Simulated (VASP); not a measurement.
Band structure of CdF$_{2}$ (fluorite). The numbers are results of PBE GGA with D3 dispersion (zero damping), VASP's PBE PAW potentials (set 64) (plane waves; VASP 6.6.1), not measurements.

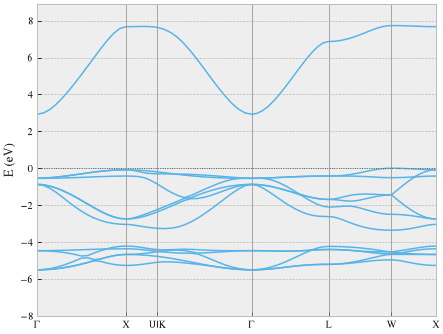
Figure: Bands along high-symmetry lines, zero at the valence-band maximum or, without a gap, the Fermi level

Task: Read the plot: is there a gap, and where are the band edges?

Result: The gap is indirect, 2.92 eV, from the valence maximum at W to the conduction minimum at Γ. (Edges off the drawn lines would not show.)

Measured: gap 7.80 eV (computed value off by -4.88 eV), as given by Giancarlo Cappellini et al., Physical Review B (2013), arXiv:1302.2571.

The compound is CdF2 in the fluorite structure. It was relaxed first.
